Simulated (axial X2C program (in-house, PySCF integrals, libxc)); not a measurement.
**SPS: bond lengths and stretches, held linear**

How do method and spin–orbit coupling move the bonds and stretches of SPS, held linear?

Method: all-electron X2C, two-component (2c) or spin-free, S dyall-av3z, P dyall-v3z; program: an in-house X2C program for linear molecules on PySCF integrals.

All values are calculated.

2 further runs of the same task are left out: 2 set aside as unsound or not needed.

**1. Input**

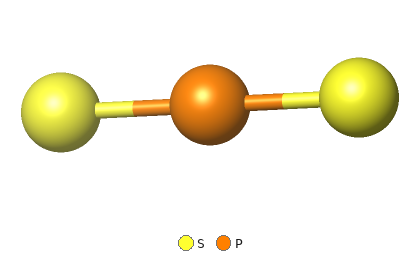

The atoms on one line, bonds 1.960 and 1.960 Å (sulfur yellow, phosphorus orange).

task.json

```json
{"zs": [16, 15, 16], "q": 0, "bas": ["dyall-av3z", "dyall-v3z", "dyall-av3z"], "r0": [1.96, 1.96], "symm": 1, "scan": ["PBE0", "HF", "BHandHLYP"], "levels": ["PBE0", "HF", "BHandHLYP"], "nst": 2}
```

Keys: zs atomic numbers; q charge; bas basis sets; r0 starting distance in Å; symm equal bonds; scan levels of the two-bond scan; levels methods; nst determinants followed.

On the command line:

```console
$ python solin.py task.json out
```

Masses S 31.972, P 30.974, S 31.972 u.

**2. Scan at PBE0, 2c**

State: Ω = 1/2 (beyond evenly filled blocks: ω = 1/2). Energies above the lowest point, from the job's result record:

| r(S–P) (Å) | r(P–S) (Å) | E (meV) |
| --- | --- | --- |
| 1.9100 | 1.9100 | 59.19 |
| 1.9100 | 1.9590 | 25.10 |
| 1.9100 | 2.0080 | 41.80 |
| 1.9590 | 1.9100 | 25.10 |
| 1.9590 | 1.9590 | 0.00 |
| 1.9590 | 2.0080 | 26.01 |
| 1.9590 | 2.0570 | 90.23 |
| 2.0080 | 1.9100 | 41.80 |
| 2.0080 | 1.9590 | 26.01 |
| 2.0080 | 2.0080 | 61.66 |
| 2.0570 | 1.9590 | 90.23 |
| 2.0570 | 2.0570 | 219.72 |

A quadratic surface with cubic terms in each bond gives the minimum at 1.957 and 1.957 Å, force constants 3.46, 3.46 and coupling 0.64 mdyn/Å.

**3. Scan at BHandHLYP, 2c**

State: Ω = 1/2 (beyond evenly filled blocks: ω = 1/2). Energies above the lowest point, from the job's result record:

| r(S–P) (Å) | r(P–S) (Å) | E (meV) |
| --- | --- | --- |
| 1.9100 | 1.9100 | 27.74 |
| 1.9100 | 1.9590 | 8.40 |
| 1.9100 | 2.0080 | 36.17 |
| 1.9590 | 1.9100 | 8.40 |
| 1.9590 | 1.9590 | 0.00 |
| 1.9590 | 2.0080 | 39.20 |
| 1.9590 | 2.0570 | 112.63 |
| 2.0080 | 1.9100 | 36.17 |
| 2.0080 | 1.9590 | 39.20 |
| 2.0080 | 2.0080 | 90.34 |
| 2.0570 | 1.9590 | 112.63 |
| 2.0570 | 2.0570 | 274.47 |

A quadratic surface with cubic terms in each bond gives the minimum at 1.945 and 1.945 Å, force constants 3.46, 3.46 and coupling 0.79 mdyn/Å.

**4. Scan at PBE0, spin-free**

State: M_S = 1/2, Λ = 0 (beyond evenly filled blocks: σα). Energies above the lowest point, from the job's result record:

| r(S–P) (Å) | r(P–S) (Å) | E (meV) |
| --- | --- | --- |
| 1.9100 | 1.9100 | 58.48 |
| 1.9100 | 1.9590 | 24.73 |
| 1.9100 | 2.0080 | 41.74 |
| 1.9590 | 1.9100 | 24.73 |
| 1.9590 | 1.9590 | 0.00 |
| 1.9590 | 2.0080 | 26.33 |
| 1.9590 | 2.0570 | 90.83 |
| 2.0080 | 1.9100 | 41.74 |
| 2.0080 | 1.9590 | 26.33 |
| 2.0080 | 2.0080 | 62.32 |
| 2.0570 | 1.9590 | 90.83 |
| 2.0570 | 2.0570 | 220.99 |

A quadratic surface with cubic terms in each bond gives the minimum at 1.957 and 1.957 Å, force constants 3.46, 3.46 and coupling 0.64 mdyn/Å.

**5. The levels side by side**

| level | r(S–P) (Å) | r(P–S) (Å) | lower stretch (cm⁻¹) | upper stretch (cm⁻¹) |
| --- | --- | --- | --- | --- |
| PBE0, 2c | 1.957 | 1.957 | 466.6 | 677.6 |
| BHandHLYP, 2c | 1.945 | 1.945 | 475.2 | 658.6 |
| PBE0, spin-free | 1.957 | 1.957 | 466.8 | 677.7 |
| HF, spin-free | 1.930 | 1.930 | 483.0 | 616.3 |
| BHandHLYP, spin-free | 1.945 | 1.945 | 475.4 | 658.6 |

Scans not shown above were run alike.

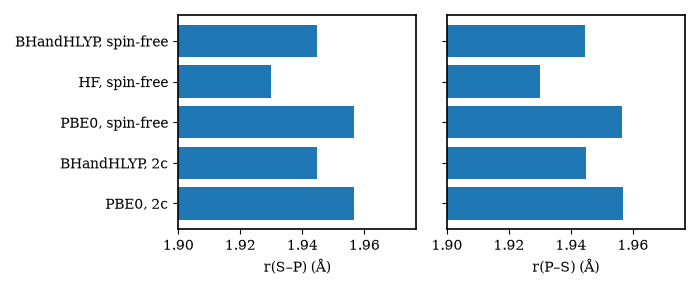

The two bond lengths by level.

In words: Over the levels the S–P bond spans 1.930 to 1.957 Å and the P–S bond 1.930 to 1.957 Å. At PBE0 spin–orbit coupling leaves both bonds unchanged to 0.001 Å. Each state is one determinant, the lowest of a limited PBE0 search; the stretches come from a fit to few points and are good to some per cent at best. The stretches are sorted by size, and where the two bonds are alike the symmetric and antisymmetric modes can swap order between levels. The molecule was held linear; bending was not examined, so a bent shape may lie lower.
